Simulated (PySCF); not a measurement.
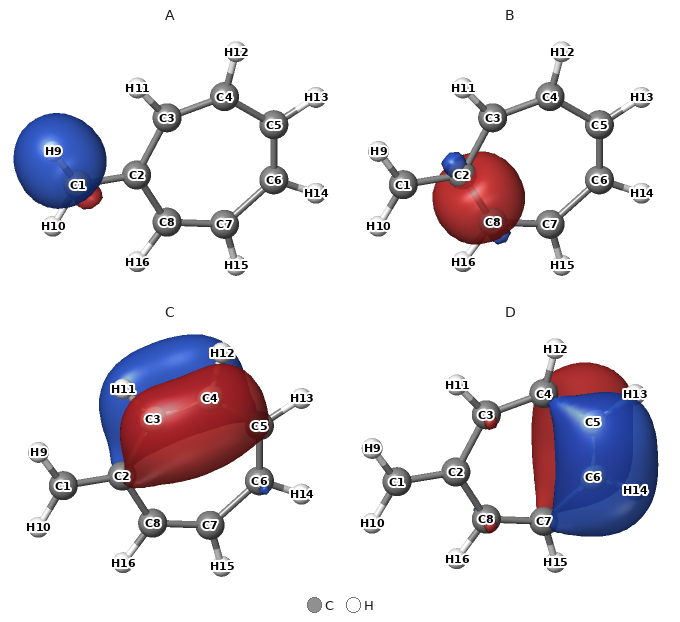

C₈H₈, SMILES `C=C1C=CC=CC=C1`. Intrinsic bond orbitals (IBO), occupied; each surface holds about 85 % of the orbital's density. Energies are diagonal elements of the Fock matrix.

Method: HF/def2-SVPD; geometry: GFN2-xTB; program: PySCF. No frequency check shows the geometry to be a minimum.

**Name the orbitals, with their atomic make-up and energies.**

By panel:
- A: σ bond C1–H9 (C1 57 %, H9 43 %; −18.3 eV)
- B: σ bond C8–C2 (C8 50 %, C2 50 %; −21.4 eV)
- C: π bond C4–C3 (C4 48 %, C3 46 %; −10.9 eV)
- D: π bond C6–C5 (C6 47 %, C5 47 %; −10.7 eV)

Cost of the run: 9.1 s on 1 thread of Arm Neoverse V1, on a shared host, peak memory 0.4 GiB.
